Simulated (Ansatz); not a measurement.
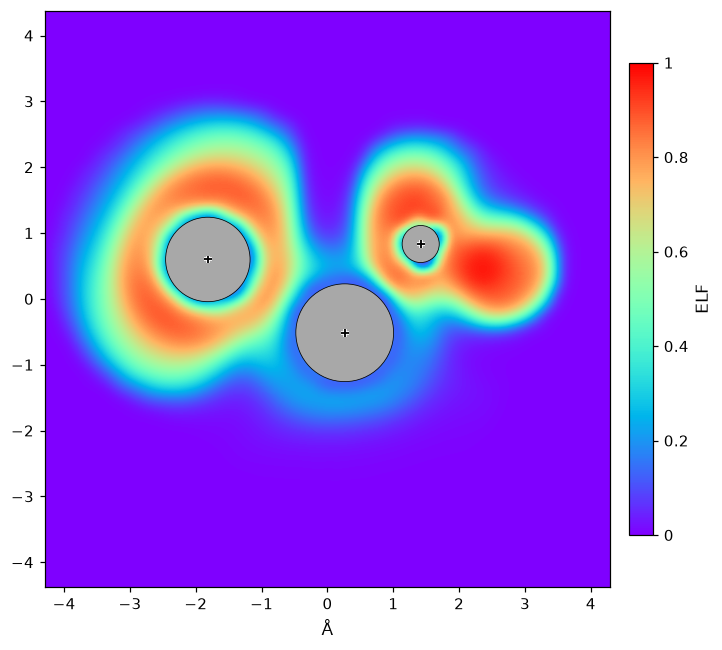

The ELF on a plane through atoms (crosses mark nuclei in the plane; grey discs cover the cores).

The calculation used RKS PBE/def2-SVP (Ansatz).

Candidates:
A. SiH₄···HBr
B. F₂GeH₂···H₂S
C. BrGeH₃O₃···HF

Q: Which candidate gave the map?

A: Candidate C: BrGeH₃O₃···HF on the plane of atoms O5, Ge1 and Br9, which holds Ge, O and Br. Ge–O (1.77 Å): the ELF peaks at about 0.85 in the valence shell of O, 0.6 Å from its nucleus, and is about 0.35 at the midpoint. Ge–Br (2.36 Å): the ELF peaks at about 0.75 in the valence shell of Br, 1.0 Å from its nucleus, and is about 0.70 at the midpoint.
